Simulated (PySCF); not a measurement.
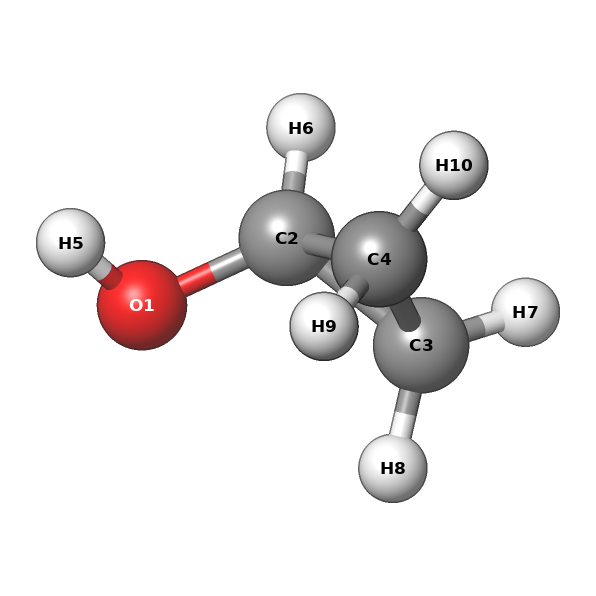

Computed geometry: PBE0-D3(BJ)/def2-SVP optimisation. No frequency run is at hand to confirm it as a minimum. Electric field gradients from the ground-state density, B3LYP/pcJ-1 (PySCF 2.14.0), non-relativistic apart from any core potentials.

Give the largest field-gradient component, the quadrupole coupling constant and the asymmetry for 17O at O1 (Q = −25.6 mb).

```tsv
atom	V_zz (a.u.)	e²qQ/h (MHz)	η
O1	−1.943	11.69	0.90
```
